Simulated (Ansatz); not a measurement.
Rock-salt GdN was calculated with PBEsol-D3(BJ) (Ansatz, an electronic-structure program, PAW).

Settings: plane-wave cutoff 520 eV, 12×12×12 k mesh, Fermi–Dirac smearing 0.01 eV, spin-polarised with parallel moments, scalar-relativistic PAW data made under PBE.

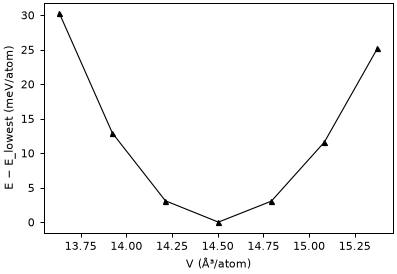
*Total energy against volume*

Q: From the curve, estimate the equilibrium volume and the bulk modulus.

A: V0 ≈ 14.5 Å³/atom and B0 ≈ 170 GPa; the fit gives V0 = 14.500 Å³/atom, B0 = 169 GPa, B′ = 4.1.

Measured, for comparison: bulk modulus 192 ± 35 GPa (temperature not stated, not corrected to a static lattice; as tabulated in Doll (2008), arXiv:0801.3152); equilibrium volume per atom 15.38 Å³/atom (temperature not stated, not corrected to a static lattice; as tabulated in Natali et al. (2013), arXiv:1208.2410). Computed (rounded) less measured: bulk modulus -12 % (inside the measured uncertainty), equilibrium volume per atom -5.7 %.

Note: the 4f shell is treated without U or exact exchange, so its levels and filling can be wrong.

Spin–orbit coupling is not included; it can open a gap where bands touch, and shift volumes and moduli.

Static lattice: no zero-point or thermal effects.
